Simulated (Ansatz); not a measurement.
**Geometry relaxation of C₁₉H₃₃ClOSi (part 1 of 3)**

System: C₁₉H₃₃ClOSi, SMILES C[Si](C)(Cl)CCCCCCCCCCCOc1ccccc1.
Method: RKS PBE-D4/def2-SVP (Ansatz 0.2.0).

The geometry: GFN2-xTB start.

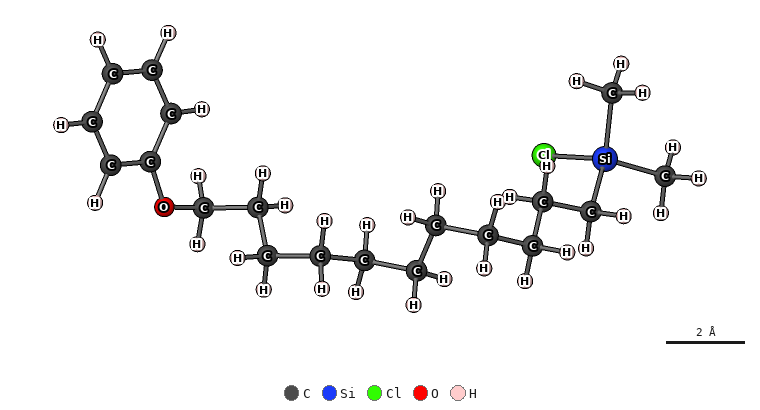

*The starting structure (ball-and-stick view, seen at a tilt).*

**Key numbers**

- outcome: converged
- total energy: −42631.7957 eV
- mean-field energy: −42630.1966 eV
- dispersion energy: −1.5991 eV
- HOMO: −5.16 eV
- LUMO: −0.95 eV
- largest force (length of the vector) at the end: 0.023 eV/Å
- dipole moment: 2.97 D
- hardware: 2 CPU threads, shared host
- wall time: 55 s (CPU time 69 s)
- peak memory: 1 GiB

**Input**
```yaml
crystal:
  periodic: [false, false, false]
  atoms:
    - {symbol: C, position_ang: [-7.616180, 1.971210, 0.642640]}
    - {symbol: Si, position_ang: [-5.844690, 1.841700, -0.044840]}
    - {symbol: C, position_ang: [-5.638450, 2.935580, -1.592100]}
    - {symbol: Cl, position_ang: [-4.550840, 2.530470, 1.380540]}
    - {symbol: C, position_ang: [-5.411680, 0.014030, -0.398700]}
    - {symbol: C, position_ang: [-3.997560, -0.198190, -0.938570]}
    - {symbol: C, position_ang: [-3.701590, -1.681000, -1.153350]}
    - {symbol: C, position_ang: [-2.353210, -1.940570, -1.827580]}
    - {symbol: C, position_ang: [-1.132180, -1.413180, -1.071820]}
    - {symbol: C, position_ang: [-0.964430, -2.036320, 0.311730]}
    - {symbol: C, position_ang: [0.254400, -1.500740, 1.063270]}
    - {symbol: C, position_ang: [1.583010, -1.913910, 0.432110]}
    - {symbol: C, position_ang: [2.783320, -1.598500, 1.322490]}
    - {symbol: C, position_ang: [3.024650, -0.100910, 1.498300]}
    - {symbol: C, position_ang: [4.276040, 0.157860, 2.340670]}
    - {symbol: O, position_ang: [5.459970, -0.321470, 1.738610]}
    - {symbol: C, position_ang: [6.084760, 0.413980, 0.778080]}
    - {symbol: C, position_ang: [7.255740, -0.149750, 0.265580]}
    - {symbol: C, position_ang: [7.997830, 0.518160, -0.685200]}
    - {symbol: C, position_ang: [7.585680, 1.758220, -1.149110]}
    - {symbol: C, position_ang: [6.421030, 2.313430, -0.654730]}
    - {symbol: C, position_ang: [5.667140, 1.651710, 0.301070]}
    - {symbol: H, position_ang: [-7.735350, 1.379640, 1.546030]}
    - {symbol: H, position_ang: [-8.346580, 1.618970, -0.078810]}
    - {symbol: H, position_ang: [-7.867640, 2.998840, 0.888340]}
    - {symbol: H, position_ang: [-6.260590, 2.588660, -2.411570]}
    - {symbol: H, position_ang: [-5.916650, 3.964860, -1.382100]}
    - {symbol: H, position_ang: [-4.608990, 2.942540, -1.939390]}
    - {symbol: H, position_ang: [-6.125980, -0.405470, -1.109240]}
    - {symbol: H, position_ang: [-5.519350, -0.567620, 0.519770]}
    - {symbol: H, position_ang: [-3.281520, 0.222310, -0.231660]}
    - {symbol: H, position_ang: [-3.882640, 0.330550, -1.887360]}
    - {symbol: H, position_ang: [-3.746640, -2.202230, -0.195060]}
    - {symbol: H, position_ang: [-4.483940, -2.105880, -1.789030]}
    - {symbol: H, position_ang: [-2.367990, -1.480270, -2.819100]}
    - {symbol: H, position_ang: [-2.236970, -3.018580, -1.967160]}
    - {symbol: H, position_ang: [-1.197610, -0.328010, -0.974290]}
    - {symbol: H, position_ang: [-0.248770, -1.635530, -1.673920]}
    - {symbol: H, position_ang: [-1.851180, -1.824120, 0.911070]}
    - {symbol: H, position_ang: [-0.880160, -3.121240, 0.211920]}
    - {symbol: H, position_ang: [0.224250, -1.878610, 2.088690]}
    - {symbol: H, position_ang: [0.187810, -0.412390, 1.109510]}
    - {symbol: H, position_ang: [1.560620, -2.990370, 0.246010]}
    - {symbol: H, position_ang: [1.711180, -1.413520, -0.529120]}
    - {symbol: H, position_ang: [3.680380, -2.040750, 0.884290]}
    - {symbol: H, position_ang: [2.635580, -2.054770, 2.304310]}
    - {symbol: H, position_ang: [3.137700, 0.363070, 0.516560]}
    - {symbol: H, position_ang: [2.177690, 0.365330, 2.002550]}
    - {symbol: H, position_ang: [4.201220, -0.401810, 3.278270]}
    - {symbol: H, position_ang: [4.371220, 1.223340, 2.584430]}
    - {symbol: H, position_ang: [7.563270, -1.113700, 0.640750]}
    - {symbol: H, position_ang: [8.905350, 0.071400, -1.065080]}
    - {symbol: H, position_ang: [8.169180, 2.283800, -1.889540]}
    - {symbol: H, position_ang: [6.086860, 3.275740, -1.014950]}
    - {symbol: H, position_ang: [4.763460, 2.114020, 0.665790]}
basis:
  gaussian: {orbitals: def2-SVP, fitting: {mean_field: def2-universal-jkfit}}
hamiltonian: {xc: pbe, dispersion: d4}
scf: {lower_state_search: "off"}
output: {orbitals: {seedname: orbitals}}
relax: {f_tol: 0.03, max_steps: 70}
```

Run as:
```bash
ansatz run in.yaml --threads 2 --pin off --events-out ev --progress --plain --max-ram 32768MiB --backend cuda --devices 0, --max-vram 18GiB
```

**Log**
```
Functional definition: PBE
  name "PBE"
  cite "Perdew, Burke & Ernzerhof, Phys. Rev. Lett. 77, 3865 (1996) doi:10.1103/PhysRevLett.77.3865"
  parent pbe
  parameter kappa = 0.804
  parameter beta = 0.06672455060314922
  exchange = pbe_x(kappa = kappa, mu = beta*pi^2/3)
  correlation = pbe_c(beta = beta)
these checks for a lower state are left out or cut short: stability, starts, cluster_reference, orbital_swaps, neighbouring_geometries, increment
2352 factors; integrals over basis functions are off by at most 2.3e-1 eV
mean field evaluation 1: about -42577.9480 eV, gradient 1.4e2 eV
mean field evaluation 2: about -42513.1362 eV, gradient 2.1e2 eV
mean field evaluation 4: about -42628.8045 eV, gradient 1.9e1 eV
mean field evaluation 8: about -42629.7689 eV, gradient 4.8e-1 eV
mean field evaluation 16: about -42629.7658 eV, gradient 1.1e-3 eV
mean field -42629.76582140 eV, -1566.6149984433 hartree, gradient 2.5e-6 eV, S^2 0.000000; 0 other end points of the search recorded, 0 dependent functions left out
the calculation of the forces begins
reference -42629.76590363 eV, -1566.6150014652 hartree; 93, 93 occupied and 388, 388 virtual orbitals, 2352 factors
relax step   1: F+E_penalty+E_count = -42631.37594366 eV  Δ(F+E_penalty+E_count) = +0.000e0 eV  max|allowed force component| = 1.144e0 eV/Å  Δτ_max = 0.0000 Å  (21 SCF iters, accepted)
these checks for a lower state are left out or cut short: stability, starts, cluster_reference, orbital_swaps, neighbouring_geometries, increment
2352 factors; integrals over basis functions are off by at most 2.4e-1 eV
mean field -42630.16028601 eV, -1566.6294947504 hartree, gradient 2.9e-6 eV, S^2 0.000000; 0 other end points of the search recorded, 0 dependent functions left out
[... from here on the field's lines of each further geometry are left out, up to the last ...]
relax step   2: F+E_penalty+E_count = -42631.75468504 eV  Δ(F+E_penalty+E_count) = -3.787e-1 eV  max|allowed force component| = 3.805e-1 eV/Å  Δτ_max = 0.0939 Å  (20 SCF iters, accepted)
relax step   3: F+E_penalty+E_count = -42631.78836244 eV  Δ(F+E_penalty+E_count) = -3.368e-2 eV  max|allowed force component| = 1.066e-1 eV/Å  Δτ_max = 0.0315 Å  (21 SCF iters, accepted)
relax step   4: F+E_penalty+E_count = -42631.79072213 eV  Δ(F+E_penalty+E_count) = -2.360e-3 eV  max|allowed force component| = 5.434e-2 eV/Å  Δτ_max = 0.0132 Å  (21 SCF iters, accepted)
relax step   5: F+E_penalty+E_count = -42631.79134178 eV  Δ(F+E_penalty+E_count) = -6.197e-4 eV  max|allowed force component| = 2.108e-2 eV/Å  Δτ_max = 0.0132 Å  (14 SCF iters, accepted)
relax step   6: F+E_penalty+E_count = -42631.79241563 eV  Δ(F+E_penalty+E_count) = -1.074e-3 eV  max|allowed force component| = 4.854e-2 eV/Å  Δτ_max = 0.0535 Å  (20 SCF iters, accepted)
relax step   7: F+E_penalty+E_count = -42631.79319692 eV  Δ(F+E_penalty+E_count) = -7.813e-4 eV  max|allowed force component| = 7.362e-2 eV/Å  Δτ_max = 0.0633 Å  (20 SCF iters, accepted)
relax step   8: F+E_penalty+E_count = -42631.79401538 eV  Δ(F+E_penalty+E_count) = -8.185e-4 eV  max|allowed force component| = 6.767e-2 eV/Å  Δτ_max = 0.1022 Å  (19 SCF iters, accepted)
relax step   9: F+E_penalty+E_count = -42631.79454058 eV  Δ(F+E_penalty+E_count) = -5.252e-4 eV  max|allowed force component| = 3.053e-2 eV/Å  Δτ_max = 0.0416 Å  (20 SCF iters, accepted)
relax step  10: F+E_penalty+E_count = -42631.79516037 eV  Δ(F+E_penalty+E_count) = -6.198e-4 eV  max|allowed force component| = 2.898e-2 eV/Å  Δτ_max = 0.0571 Å  (20 SCF iters, accepted)
the calculation of the forces begins
reference -42630.19698753 eV, -1566.6308435065 hartree; 93, 93 occupied and 388, 388 virtual orbitals, 2352 factors
relax step  11: F+E_penalty+E_count = -42631.79544563 eV  Δ(F+E_penalty+E_count) = -2.853e-4 eV  max|allowed force component| = 3.567e-2 eV/Å  Δτ_max = 0.0390 Å  (20 SCF iters, accepted)
these checks for a lower state are left out or cut short: stability, starts, cluster_reference, orbital_swaps, neighbouring_geometries, increment
2352 factors; integrals over basis functions are off by at most 2.5e-1 eV
mean field evaluation 96: about -42630.1966 eV, gradient 1.4e-4 eV
mean field -42630.19656253 eV, -1566.6308278878 hartree, gradient 3.0e-6 eV, S^2 0.000000; 0 other end points of the search recorded, 0 dependent functions left out
the calculation of the forces begins
reference -42630.19664548 eV, -1566.6308309364 hartree; 93, 93 occupied and 388, 388 virtual orbitals, 2352 factors
relax step  12: F+E_penalty+E_count = -42631.79564870 eV  Δ(F+E_penalty+E_count) = -2.031e-4 eV  max|allowed force component| = 2.060e-2 eV/Å  Δτ_max = 0.0360 Å  (20 SCF iters, accepted)
```

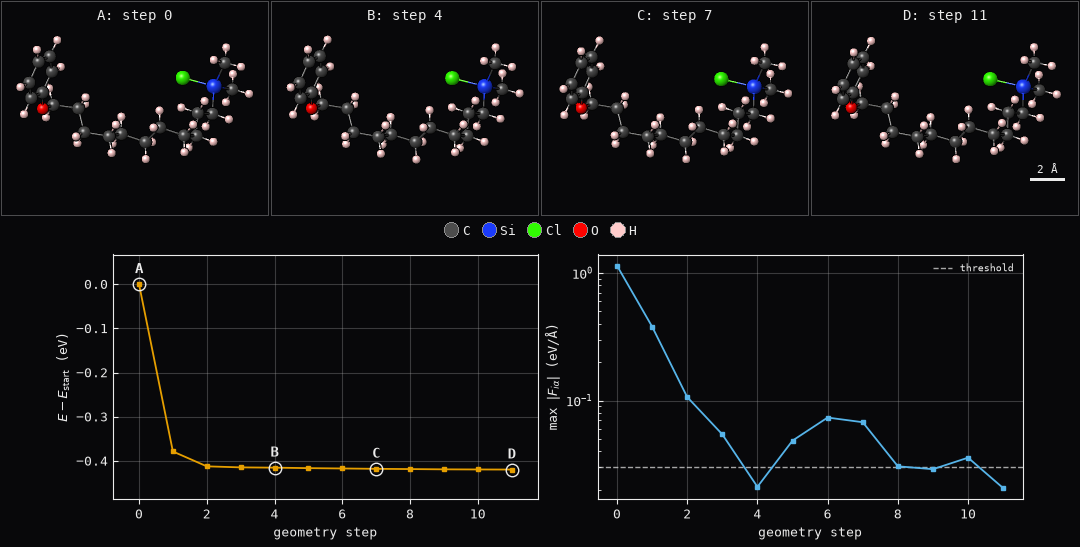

*Frames of the relaxation (ball-and-stick view, seen at a tilt) above the curves, on which the letters mark them (the first geometry is step 0 here and step 1 in the log).*

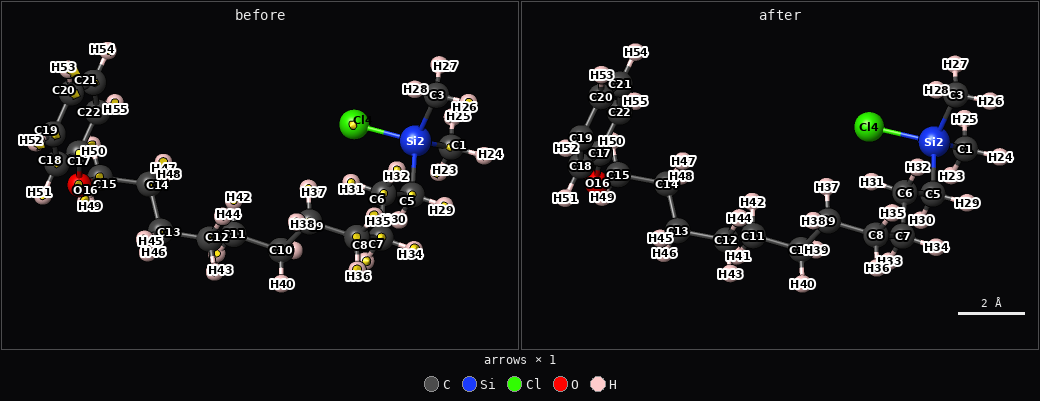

*Before (left) and after (right) the relaxation, at one scale (ball-and-stick view, seen at a tilt). The yellow arrows give the displacements, at true length.*

The atom that moves furthest after the best rigid fit is H53 (0.46 Å). Largest moves by element: H 0.46 Å, C 0.32 Å, Cl 0.22 Å, O 0.19 Å, Si 0.07 Å. Among the contacts that change: Si2–Cl4 2.045 → 2.113 Å, Si2–C3 1.906 → 1.883 Å, C1–Si2 1.905 → 1.882 Å, Si2–C5 1.911 → 1.889 Å. Among the angles that change: Si2–C5–H29 109.9° → 107.6°, C5–C6–C7 111.3° → 113.6°, C13–C14–C15 111.0° → 113.2°. After 11 geometry steps the energy has fallen by 0.420 eV. Largest force component: 1.1 eV/Å at the start, 0.021 eV/Å at the end. (Atoms are counted from 1 in the order of the input.)

```
Total energy: -42631.79573166 eV, -1566.6895962694 hartree
Atom 0 at    -7.479473     1.926126     0.764637 Å, force     0.005409    -0.001962     0.000552 eV/Å
Atom 1 at    -5.789391     1.804046    -0.053529 Å, force    -0.011805     0.003114    -0.001297 eV/Å
Atom 2 at    -5.653471     2.959982    -1.533497 Å, force     0.005913    -0.005070     0.009487 eV/Å
Atom 3 at    -4.351323     2.429606     1.362700 Å, force     0.005281    -0.002827    -0.001223 eV/Å
Atom 4 at    -5.370047     0.018057    -0.505126 Å, force     0.000363     0.002478     0.002176 eV/Å
Atom 5 at    -3.957827    -0.198446    -1.067445 Å, force     0.001071    -0.001149    -0.001175 eV/Å
Atom 6 at    -3.628796    -1.668980    -1.348862 Å, force    -0.001845     0.000891     0.003999 eV/Å
Atom 7 at    -2.237572    -1.905002    -1.956083 Å, force     0.001453    -0.003475    -0.004528 eV/Å
Atom 8 at    -1.049342    -1.402178    -1.120823 Å, force     0.000788     0.001281     0.002544 eV/Å
Atom 9 at    -0.947300    -2.022564     0.277460 Å, force    -0.001532     0.000421     0.001234 eV/Å
Atom 10 at     0.244065    -1.528013     1.109606 Å, force     0.004808    -0.002345     0.000151 eV/Å
Atom 11 at     1.620581    -1.920571     0.557084 Å, force    -0.002485     0.003332    -0.002342 eV/Å
Atom 12 at     2.800153    -1.556521     1.467194 Å, force     0.002204    -0.005149     0.003305 eV/Å
Atom 13 at     3.001820    -0.050918     1.671732 Å, force     0.008256     0.000133     0.001205 eV/Å
Atom 14 at     4.253163     0.283321     2.484289 Å, force    -0.020596     0.007467     0.006978 eV/Å
Atom 15 at     5.453489    -0.219133     1.898003 Å, force     0.010299    -0.003366    -0.007114 eV/Å
Atom 16 at     6.014298     0.431568     0.838639 Å, force    -0.011341    -0.006457     0.004057 eV/Å
Atom 17 at     7.130733    -0.206051     0.253903 Å, force     0.000070     0.001312    -0.004776 eV/Å
Atom 18 at     7.795212     0.385048    -0.824577 Å, force     0.007345     0.010220     0.011253 eV/Å
Atom 19 at     7.362864     1.619657    -1.341739 Å, force     0.000710    -0.001818    -0.005629 eV/Å
Atom 20 at     6.254445     2.250292    -0.761046 Å, force    -0.003099    -0.003338    -0.001394 eV/Å
Atom 21 at     5.573869     1.668410     0.321929 Å, force     0.006555     0.001927    -0.000135 eV/Å
Atom 22 at    -7.531486     1.280252     1.664134 Å, force    -0.000791     0.001503    -0.000037 eV/Å
Atom 23 at    -8.275118     1.603779     0.060827 Å, force    -0.003878    -0.001039    -0.003393 eV/Å
Atom 24 at    -7.695884     2.967776     1.076178 Å, force    -0.000697     0.001051     0.000964 eV/Å
Atom 25 at    -6.383708     2.671336    -2.318122 Å, force    -0.004121    -0.002224    -0.005544 eV/Å
Atom 26 at    -5.860510     4.007761    -1.237017 Å, force    -0.001322     0.004040     0.001807 eV/Å
Atom 27 at    -4.637919     2.924087    -1.975672 Å, force     0.003663     0.000117    -0.002912 eV/Å
Atom 28 at    -6.139608    -0.335455    -1.230153 Å, force     0.000548     0.001009     0.000243 eV/Å
Atom 29 at    -5.515286    -0.599045     0.410032 Å, force     0.000921     0.000390     0.000654 eV/Å
Atom 30 at    -3.221105     0.222657    -0.349468 Å, force    -0.000668    -0.001122    -0.000832 eV/Å
Atom 31 at    -3.829412     0.388763    -2.005208 Å, force     0.000361    -0.000915     0.002227 eV/Å
Atom 32 at    -3.736672    -2.248547    -0.404651 Å, force     0.000400     0.001321    -0.002888 eV/Å
Atom 33 at    -4.396127    -2.086952    -2.037673 Å, force     0.001628     0.001016     0.000104 eV/Å
Atom 34 at    -2.196786    -1.422711    -2.958114 Å, force     0.000575     0.000386     0.000351 eV/Å
Atom 35 at    -2.111176    -2.994753    -2.142107 Å, force     0.000733     0.000274    -0.000528 eV/Å
Atom 36 at    -1.097084    -0.294337    -1.021372 Å, force     0.000390     0.000406     0.000628 eV/Å
Atom 37 at    -0.116080    -1.606038    -1.688239 Å, force    -0.001198     0.000022    -0.000219 eV/Å
Atom 38 at    -1.881276    -1.812087     0.842168 Å, force     0.002801     0.000453    -0.000982 eV/Å
Atom 39 at    -0.896176    -3.131969     0.183179 Å, force    -0.001567    -0.000116    -0.000264 eV/Å
Atom 40 at     0.151575    -1.927755     2.144427 Å, force    -0.000896     0.000913    -0.003581 eV/Å
Atom 41 at     0.175448    -0.421348     1.208389 Å, force     0.000883    -0.000749     0.000597 eV/Å
Atom 42 at     1.631925    -3.018708     0.376894 Å, force    -0.000494     0.002258     0.002657 eV/Å
Atom 43 at     1.778934    -1.451425    -0.439677 Å, force    -0.000862    -0.004135     0.005956 eV/Å
Atom 44 at     3.735720    -1.979613     1.044200 Å, force    -0.006329     0.003861     0.001227 eV/Å
Atom 45 at     2.668215    -2.045233     2.460173 Å, force     0.001479     0.003033    -0.006801 eV/Å
Atom 46 at     3.051836     0.454391     0.682202 Å, force    -0.000584     0.000145     0.001534 eV/Å
Atom 47 at     2.132733     0.396739     2.201037 Å, force    -0.001119    -0.001215    -0.000578 eV/Å
Atom 48 at     4.202617    -0.210566     3.476861 Å, force     0.002247     0.000134    -0.002013 eV/Å
Atom 49 at     4.336146     1.378478     2.667248 Å, force     0.002790    -0.003763    -0.003732 eV/Å
Atom 50 at     7.455691    -1.169003     0.674312 Å, force     0.000329     0.000671     0.000599 eV/Å
Atom 51 at     8.666003    -0.123666    -1.266282 Å, force    -0.002643    -0.004447    -0.004221 eV/Å
Atom 52 at     7.885787     2.082578    -2.191467 Å, force     0.001229     0.000922    -0.000048 eV/Å
Atom 53 at     5.901392     3.216102    -1.154835 Å, force    -0.000001    -0.000016     0.000717 eV/Å
Atom 54 at     4.707219     2.186784     0.753352 Å, force    -0.001631     0.000199     0.000979 eV/Å
Dipole moment:    -0.580258    -0.049408    -0.205547 e Å
Checks for a lower state left out: stability, starts, cluster_reference, orbital_swaps, neighbouring_geometries, increment
```
